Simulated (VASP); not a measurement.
# Antimonene and its bilayer, part 2 of 5

Aim: relax antimonene, place its levels against the vacuum, then find how two sheets stack and bind.

VASP 6.6.1, plane waves and PAW; the level of theory is named at each step.

So far. Step 2 (Relaxing the monolayer): The run ended after 5 ionic steps, 0.007 eV below its first step, once forces and stress met EDIFFG = -0.015. Step 3 (A second relaxation): The start already met the threshold, so nothing moved.

## 4. Potential and states of the slab

Level of this step: PBE with D3(BJ); plane waves and PAW (Sb) (VASP).

A static run writes the electrostatic potential without exchange and correlation (LVHAR), which is flat in the vacuum and gives the level to count from. The dipole correction cancels the field that unlike faces would set up across the vacuum.

The input, INCAR:

```
SYSTEM = Sb
PREC = Normal
ENCUT = 350
EDIFF = 1E-06
NELM = 120
ISMEAR = 0
SIGMA = 0.03
LREAL = .FALSE.
ALGO = Fast
GGA = PE
IVDW = 12
NBANDS = 11
LORBIT = 11
LWAVE = .FALSE.
LCHARG = .TRUE.
IDIPOL = 3
LDIPOL = .TRUE.
DIPOL = 0.5 0.5 0.5
LVHAR = .TRUE.
LVACPOTAV = .TRUE.
NEDOS = 1500
LELF = .TRUE.
```

The input, POSCAR:

```
Sb
1.0
    4.0639014488      0.0000000000      0.0000000000
   -2.0319507244      3.5194418932      0.0000000000
    0.0000000000      0.0000000000     22.0000000000
Sb
2
Direct
    0.3333333333      0.6666666667      0.4622283598
    0.6666666667      0.3333333333      0.5377716402
```

The input, KPOINTS:

```
Automatic mesh
0
Gamma
9 9 1
0 0 0
```

The input, KPOINTS_OPT:

```
Line mode
14
Line-mode
Reciprocal
  0.00000000   0.00000000   0.00000000 GAMMA
  0.50000000   0.00000000   0.00000000 M

  0.50000000   0.00000000   0.00000000 M
  0.33333333   0.33333333   0.00000000 K

  0.33333333   0.33333333   0.00000000 K
  0.00000000   0.00000000   0.00000000 GAMMA
```

Potentials, in the order of the species: Sb (PBE family, release 64).

Launch:

```
> mpirun -np 4 vasp_std
```

What it wrote:

```text
[banner, memory and clock lines left out]
running    4 mpi-ranks, on    1 nodes
 distrk:  each k-point on    4 cores,    1 groups
 distr:  one band on    1 cores,    4 groups

 POSCAR found type information on POSCAR Sb
 POSCAR found :  1 types and       2 ions
 LDA part: xc-table for (Slater+PW92), standard interpolation
|                                                                             |
|           W    W    AA    RRRRR   N    N  II  N    N   GGGG   !!!           |
|           W    W   A  A   R    R  NN   N  II  NN   N  G    G  !!!           |
|           W    W  A    A  R    R  N N  N  II  N N  N  G       !!!           |
|           W WW W  AAAAAA  RRRRR   N  N N  II  N  N N  G  GGG   !            |
|           WW  WW  A    A  R   R   N   NN  II  N   NN  G    G                |
|           W    W  A    A  R    R  N    N  II  N    N   GGGG   !!!           |
|                                                                             |
|     The number of bands has been changed from the values supplied in        |
|     The orbitals not found in the WAVECAR file will be initialized with     |
|     random numbers, which is usually adequate. For correlated               |
|     calculations, however, you should redo the groundstate calculation.     |
|     I found NBANDS = 11. Now, NBANDS = 12.                                  |
|                                                                             |

 POSCAR, INCAR and KPOINTS ok, starting setup
 FFT: planning ... GRIDC
 FFT: planning ... GRID_SOFT
 FFT: planning ... GRID
 WAVECAR not read
 entering main loop
       N       E                     dE             d eps       ncg     rms          rms(c)
DAV:   1     0.460014212882E+02    0.46001E+02   -0.20962E+03   288   0.379E+02
DAV:   2    -0.436728679252E+01   -0.50369E+02   -0.45864E+02   456   0.777E+01
DAV:   3    -0.807997059788E+01   -0.37127E+01   -0.37047E+01   396   0.272E+01
DAV:   4    -0.814359662280E+01   -0.63626E-01   -0.63619E-01   372   0.451E+00
DAV:   5    -0.814582259582E+01   -0.22260E-02   -0.22260E-02   408   0.926E-01    0.302E+00
RMM:   6    -0.811581256173E+01    0.30010E-01   -0.11094E-02   343   0.546E-01    0.184E+00
RMM:   7    -0.809560527027E+01    0.20207E-01   -0.35655E-02   377   0.982E-01    0.973E-02
RMM:   8    -0.809563819071E+01   -0.32920E-04   -0.45498E-03   388   0.450E-01    0.476E-02
RMM:   9    -0.809543664970E+01    0.20154E-03   -0.88684E-04   397   0.195E-01    0.246E-02
RMM:  10    -0.809538996068E+01    0.46689E-04   -0.18376E-04   391   0.853E-02    0.132E-02
RMM:  11    -0.809554628654E+01   -0.15633E-03   -0.70405E-05   376   0.461E-02    0.104E-02
RMM:  12    -0.809573382617E+01   -0.18754E-03   -0.27627E-05   387   0.296E-02    0.336E-03
RMM:  13    -0.809583053653E+01   -0.96710E-04   -0.11601E-05   371   0.177E-02    0.214E-03
RMM:  14    -0.809588761063E+01   -0.57074E-04   -0.32530E-06   350   0.912E-03    0.151E-03
RMM:  15    -0.809589948805E+01   -0.11877E-04   -0.72378E-07   330   0.473E-03    0.787E-04
RMM:  16    -0.809590923601E+01   -0.97480E-05   -0.44197E-07   320   0.301E-03    0.386E-04
RMM:  17    -0.809590907964E+01    0.15637E-06   -0.63702E-08   278   0.179E-03
|                                                                             |
|           W    W    AA    RRRRR   N    N  II  N    N   GGGG   !!!           |
|           W    W   A  A   R    R  NN   N  II  NN   N  G    G  !!!           |
|           W    W  A    A  R    R  N N  N  II  N N  N  G       !!!           |
|           W WW W  AAAAAA  RRRRR   N  N N  II  N  N N  G  GGG   !            |
|           WW  WW  A    A  R   R   N   NN  II  N   NN  G    G                |
|           W    W  A    A  R    R  N    N  II  N    N   GGGG   !!!           |
|                                                                             |
|     Did not find any points to average over, which means that no vacuum     |
|     field-free region was found. Please increase the size of  your cell     |
|     in the dimension of the dipole correction to obtain accurate            |
|     workfunction values.                                                    |
|                                                                             |

   1 F= -.85702291E+01 E0= -.85702291E+01  d E =-.266561E-11
 Start KPOINTS_OPT (optional k-point list driver)
k-point batch [1-12\42]
       N       E                     dE             ncg
DAV:   1    -0.279351555429E+03   -0.13257E+04      288
DAV:   2    -0.768350980442E+03   -0.48900E+03      428
DAV:   3    -0.810917154750E+03   -0.42566E+02      420
DAV:   4    -0.811711920349E+03   -0.79477E+00      304
DAV:   5    -0.811744733557E+03   -0.32813E-01      404
DAV:   6    -0.811746218452E+03   -0.14849E-02      384
DAV:   7    -0.811746254617E+03   -0.36165E-04      428
DAV:   8    -0.811746255656E+03   -0.10384E-05      280
DAV:   9    -0.811746255702E+03   -0.46424E-07      176
[...]
k-point batch [37-42\42]
       N       E                     dE             ncg
DAV:   1     0.928986544826E+03   -0.34442E+03      144
DAV:   2     0.730497437046E+03   -0.19849E+03      216
DAV:   3     0.708505440582E+03   -0.21992E+02      192
DAV:   4     0.708029842552E+03   -0.47560E+00      164
DAV:   5     0.708013441189E+03   -0.16401E-01      188
DAV:   6     0.708012113121E+03   -0.13281E-02      188
DAV:   7     0.708012051465E+03   -0.61656E-04      232
DAV:   8     0.708012051079E+03   -0.38590E-06      140
```

Wall time 7.6 s (4 MPI ranks of Intel Xeon 6975P-C (Granite Rapids), shared host); peak memory 0.59 GiB; 25 s of CPU time.

From OUTCAR (step 4):

```text
The static configuration has the point symmetry D_3d.

 Found     12 irreducible k-points:

   k-points           NKPTS =     12   k-points in BZ     NKDIM =     12   number of bands    NBANDS=     12

   NELECT =      10.0000    total number of electrons

 E-fermi :  -2.3659

 k-point     1 :       0.0000    0.0000    0.0000
  band No.  band energies     occupation
      1     -14.0146      2.00000
      2      -8.9912      2.00000
      3      -3.3331      2.00000
      4      -2.4962      2.00000
      5      -2.4962      2.00000
      6      -0.8658      0.00000
      7       0.2761      0.00000
      8       0.2761      0.00000
      9       1.6442      0.00000
     10       1.8792      0.00000
    ...

 k-point     2 :       0.1111   -0.0000    0.0000
  band No.  band energies     occupation
      1     -13.8790      2.00000
      2      -8.9765      2.00000
      3      -3.6357      2.00000
      4      -3.2690      2.00000
      5      -2.7956      2.00000
      6      -0.4321      0.00000
      7       0.3623      0.00000
      8       0.5477      0.00000
      9       1.8364      0.00000
     10       2.0305      0.00000
    ...

 Edisp (eV)   -0.47432

  Total      -0.00214    -0.00214    -0.02149     0.00000     0.00000     0.00000
  in kB      -0.01089    -0.01089    -0.10941     0.00000     0.00000     0.00000
  external pressure =       -0.04 kB  Pullay stress =        0.00 kB

 POSITION                                       TOTAL-FORCE (eV/Angst)
 -----------------------------------------------------------------------------------
     -0.00000      2.34629     10.16902        -0.000000     -0.000000      0.007379
      2.03195      1.17315     11.83098         0.000000      0.000000     -0.007379
 -----------------------------------------------------------------------------------
    total drift:                               -0.000000     -0.000000      0.000000

  FREE ENERGIE OF THE ION-ELECTRON SYSTEM (eV)
  ---------------------------------------------------
  free  energy   TOTEN  =        -8.5702291307 eV

  energy  without entropy=       -8.5702291307  energy(sigma->0) =       -8.57022913

 vacuum level on the upper side and lower side of the slab         2.186         2.186

[... 9 parts as in an earlier step ...]

[... 5 further parts left out ...]
```

This step gave:

```yaml
electronic_cycles: 17
fermi_energy: -2.366 eV
least_gap_on_mesh_and_path: 1.126 eV
least_direct_gap_on_mesh_and_path: 1.630 eV
vacuum_levels: 2.186, 2.186 eV
ionisation_potentials_of_the_upper_and_lower_face: 4.682, 4.682 eV
electron_affinities_of_the_upper_and_lower_face: 3.556, 3.556 eV
```

The electronic bands at the labelled points (eV, zero at the valence-band top; v1 is the highest filled band, c1 the lowest empty one):

| point | v4 | v3 | v2 | v1 | c1 | c2 | c3 | c4 |
| --- | --- | --- | --- | --- | --- | --- | --- | --- |
| Γ | -6.50 | -0.84 | 0.00 | 0.00 | 1.63 | 2.77 | 2.77 | 4.14 |
| M | -7.91 | -3.14 | -1.65 | -1.62 | 1.55 | 2.24 | 3.47 | 4.90 |
| K | -8.61 | -3.70 | -1.96 | -1.96 | 1.29 | 3.45 | 3.45 | 6.48 |
| Γ | -6.50 | -0.84 | 0.00 | 0.00 | 1.63 | 2.77 | 2.77 | 4.14 |

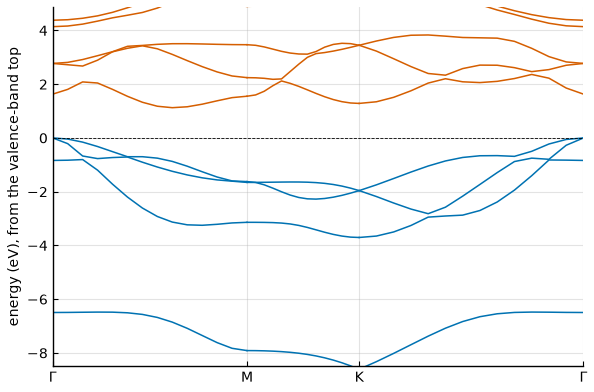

Electronic bands along the path; lines of filled and empty bands in two colours.

Zero at the Fermi level. Table of planar average of the electrostatic potential by height:

| height (Å) | planar average of the electrostatic potential (eV) |
| --- | --- |
| 0 | 4.55 |
| 1 | 4.55 |
| 2 | 4.55 |
| 3 | 4.55 |
| 4 | 4.55 |
| 5 | 4.55 |
| 6 | 4.55 |
| 7 | 4.54 |
| 8 | 4.39 |
| 9 | 2.49 |
| 10 | -11.9 |
| 11 | -5.60 |
| 12 | -11.9 |
| 13 | 2.49 |
| 14 | 4.39 |
| 15 | 4.54 |
| 16 | 4.55 |
| 17 | 4.55 |
| 18 | 4.55 |
| 19 | 4.55 |
| 20 | 4.55 |
| 21 | 4.55 |

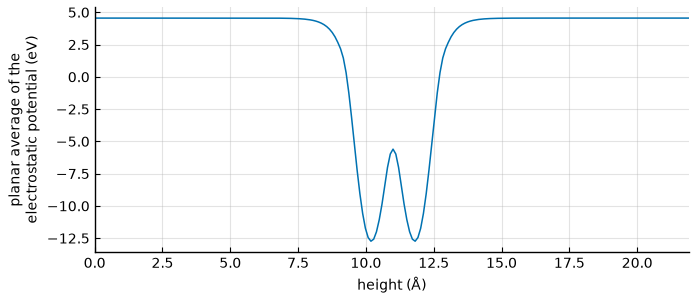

Planar average of the electrostatic potential against height.

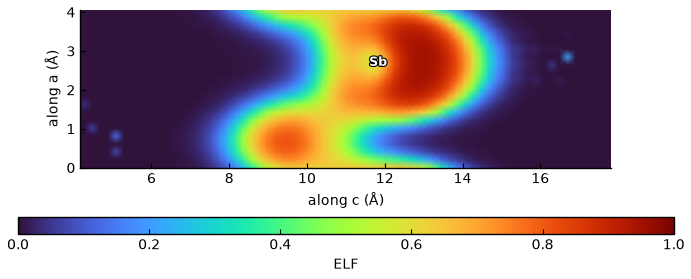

ELF in the ca plane at fractional y = 0.333, with atoms of Sb within 0.2 Å of it. It is the smooth field of the valence electrons, not physical close to the nuclei. The far vacuum is left out of the map.

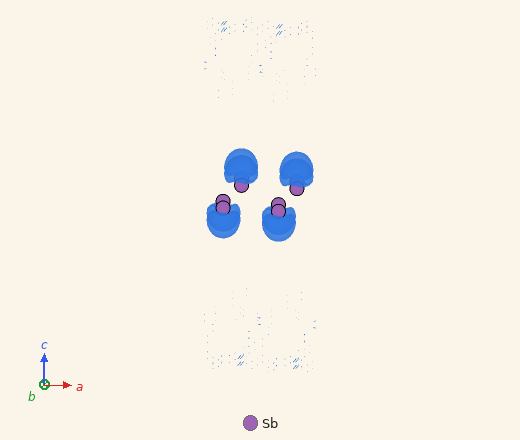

Surface of ELF = 0.85. 2×2×1 cells are drawn.

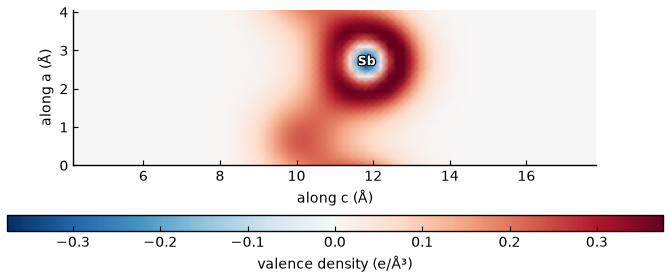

Valence density in the ca plane at fractional y = 0.333, with atoms of Sb within 0.2 Å of it. It is the smooth field of the valence electrons, not physical close to the nuclei. The far vacuum is left out of the map.

The vacuum level lies 4.68 eV above the highest filled level at the upper face; both faces agree, as the slab has next to no dipole.

The program found no field-free point at its default tolerance, but its printed level agrees with the flat part of the planar average.

## 5. The slab in a field, field -0.1

A field across the slab, with the atoms held, gives the electronic response: the dipole changes linearly with the field, and the energy has a linear term from the slab's own dipole and a quadratic one from its polarisability.

The input, INCAR:

```
SYSTEM = Sb
PREC = Normal
ENCUT = 350
EDIFF = 1E-06
NELM = 120
ISMEAR = 0
SIGMA = 0.03
LREAL = .FALSE.
ALGO = Fast
GGA = PE
IVDW = 12
NBANDS = 11
LORBIT = 11
LWAVE = .FALSE.
LCHARG = .FALSE.
KPAR = 4
IDIPOL = 3
LDIPOL = .TRUE.
DIPOL = 0.5 0.5 0.5
EFIELD = -0.1
```

POSCAR is that of step 4.

KPOINTS is that of step 4.

Launch:

```
> mpirun -np 4 vasp_std
```

What it wrote:

```text
[... set-up lines as in an earlier step ...]
 entering main loop
       N       E                     dE             d eps       ncg     rms          rms(c)
DAV:   1     0.409096584877E+02    0.40910E+02   -0.22753E+03   264   0.424E+02
DAV:   2    -0.454399738555E+01   -0.45454E+02   -0.42789E+02   401   0.815E+01
DAV:   3    -0.808965834607E+01   -0.35457E+01   -0.35358E+01   356   0.279E+01
DAV:   4    -0.815708486267E+01   -0.67427E-01   -0.67418E-01   338   0.479E+00
DAV:   5    -0.815838953956E+01   -0.13047E-02   -0.13047E-02   373   0.788E-01    0.302E+00
RMM:   6    -0.811858378209E+01    0.39806E-01   -0.23301E-02   296   0.692E-01    0.185E+00
RMM:   7    -0.809992808057E+01    0.18656E-01   -0.33167E-02   329   0.101E+00    0.292E-01
RMM:   8    -0.809762993044E+01    0.22982E-02   -0.73643E-03   351   0.554E-01    0.884E-02
RMM:   9    -0.809745008028E+01    0.17985E-03   -0.13152E-03   362   0.250E-01    0.403E-02
RMM:  10    -0.809721294331E+01    0.23714E-03   -0.48643E-04   349   0.136E-01    0.170E-02
RMM:  11    -0.809724123563E+01   -0.28292E-04   -0.13991E-04   337   0.672E-02    0.110E-02
RMM:  12    -0.809737319655E+01   -0.13196E-03   -0.59248E-05   339   0.436E-02    0.673E-03
RMM:  13    -0.809759600740E+01   -0.22281E-03   -0.34307E-05   350   0.322E-02    0.313E-03
RMM:  14    -0.809763020186E+01   -0.34194E-04   -0.50391E-06   319   0.153E-02    0.229E-03
RMM:  15    -0.809769101317E+01   -0.60811E-04   -0.28601E-06   296   0.866E-03    0.157E-03
RMM:  16    -0.809770050200E+01   -0.94888E-05   -0.55281E-07   286   0.457E-03    0.810E-04
RMM:  17    -0.809771170067E+01   -0.11199E-04   -0.43766E-07   285   0.316E-03    0.315E-04
RMM:  18    -0.809771279012E+01   -0.10895E-05   -0.66129E-08   232   0.184E-03    0.208E-04
RMM:  19    -0.809771375420E+01   -0.96408E-06   -0.35296E-08   218   0.142E-03
   1 F= -.85720338E+01 E0= -.85720338E+01  d E =-.204914E-13
```

It took 4.4 s on 4 MPI ranks; peak memory 0.79 GiB; 15 s of CPU time.

From OUTCAR (step 5):

```text
   NELECT =      10.0000    total number of electrons

 dipolmoment           0.000000      0.000000     -0.036044 electrons x Angstroem

 E-fermi :  -2.3510

 k-point     1 :       0.0000    0.0000    0.0000
  band No.  band energies     occupation
      1     -14.0156      2.00000
      2      -8.9922      2.00000
      3      -3.3343      2.00000
      4      -2.4972      2.00000
      5      -2.4972      2.00000
      6      -0.8672      0.00000
      7       0.2752      0.00000
      8       0.2752      0.00000
      9       1.4792      0.00000
     10       1.9671      0.00000
    ...

 Edisp (eV)   -0.47432

  Total      -0.00071    -0.00071    -0.02398     0.00000     0.00000    -0.00000
  in kB      -0.00363    -0.00363    -0.12210     0.00000     0.00000    -0.00000
  external pressure =       -0.04 kB  Pullay stress =        0.00 kB

 POSITION                                       TOTAL-FORCE (eV/Angst)
 -----------------------------------------------------------------------------------
     -0.00000      2.34629     10.16902        -0.000000      0.000000      0.007020
      2.03195      1.17315     11.83098         0.000000     -0.000000     -0.007020
 -----------------------------------------------------------------------------------
    total drift:                               -0.000000      0.000000     -0.000005

  FREE ENERGIE OF THE ION-ELECTRON SYSTEM (eV)
  ---------------------------------------------------
  free  energy   TOTEN  =        -8.5720338053 eV

  energy  without entropy=       -8.5720338053  energy(sigma->0) =       -8.57203381

 vacuum level on the upper side and lower side of the slab         2.923         1.318

[... 8 parts as in an earlier step ...]

[... 9 further parts left out ...]
```

Numbers from this step:

* electronic cycles: 19
* free energy (TOTEN): -8.572 eV
* Fermi energy: -2.351 eV
* dipole moment: 0, 0, -0.03604 e·Å
* gap on the k-mesh: 1.14 eV
* least direct gap on the k-mesh: 1.63 eV

VASP counts the dipole in electrons times Å, so a positive number points the physical dipole along −c. A positive EFIELD is likewise a physical field along −c.

Energy at zero smearing: -8.57203 eV.

## 6. The slab in a field, field 0.1

Edit INCAR of step 5 so:

```diff
@@ -19,2 +19,2 @@
 DIPOL = 0.5 0.5 0.5
-EFIELD = -0.1
+EFIELD = 0.1
```

POSCAR is that of step 5.

KPOINTS is that of step 5.

Launch:

```
> mpirun -np 4 vasp_std
```

What it wrote:

```text
[... set-up lines as in an earlier step ...]
 entering main loop
       N       E                     dE             d eps       ncg     rms          rms(c)
DAV:   1     0.407910862026E+02    0.40791E+02   -0.22774E+03   264   0.424E+02
DAV:   2    -0.432647410030E+01   -0.45118E+02   -0.42790E+02   388   0.811E+01
DAV:   3    -0.808308102498E+01   -0.37566E+01   -0.37434E+01   353   0.283E+01
DAV:   4    -0.815506409087E+01   -0.71983E-01   -0.71975E-01   297   0.488E+00
[...]
RMM:  17    -0.809771178515E+01   -0.54580E-05   -0.28998E-07   282   0.290E-03    0.227E-04
RMM:  18    -0.809771326942E+01   -0.14843E-05   -0.68835E-08   243   0.175E-03    0.125E-04
RMM:  19    -0.809771383475E+01   -0.56533E-06   -0.18613E-08   205   0.132E-03
   1 F= -.85720339E+01 E0= -.85720339E+01  d E =-.251562E-14
```

Run time: 4.6 s. Hardware: 4 MPI ranks; peak memory 0.79 GiB; 14 s of CPU time.

OUTCAR, selected parts (step 6):

```text
 Edisp (eV)   -0.47432

  Total      -0.00073    -0.00073    -0.02396     0.00000     0.00000     0.00000
  in kB      -0.00369    -0.00369    -0.12199     0.00000     0.00000     0.00000
  external pressure =       -0.04 kB  Pullay stress =        0.00 kB

 POSITION                                       TOTAL-FORCE (eV/Angst)
 -----------------------------------------------------------------------------------
     -0.00000      2.34629     10.16902        -0.000000      0.000000      0.007047
      2.03195      1.17315     11.83098         0.000000      0.000000     -0.007047
 -----------------------------------------------------------------------------------
    total drift:                                0.000000     -0.000000     -0.000018

  FREE ENERGIE OF THE ION-ELECTRON SYSTEM (eV)
  ---------------------------------------------------
  free  energy   TOTEN  =        -8.5720338858 eV

  energy  without entropy=       -8.5720338858  energy(sigma->0) =       -8.57203389

[... 2 parts as in an earlier step ...]

[... 1 further part left out ...]
[key lines of the parts left out:]
E-fermi :  -2.3447
```

This step gave:

* Fermi energy: -2.345 eV
* dipole moment: 0, 0, 0.03605 e·Å

Energy at zero smearing: -8.57203 eV.

[end of part 2 of 5]

[Lines on the potential files, build, host, timing and source positions are cut from VASP's logs without a mark.]

[Logs are printed without paths, hosts, clocks, repeated set-up lines and the standing remarks that a program may print on its own settings, such as how far it seeks lower states.]

[Hosts, paths, dates, database ids (printed as entryN), source tags and the programs' standing remarks are cut or masked in the printed files.]

[Runs that stopped without an error message from VASP are left out.]
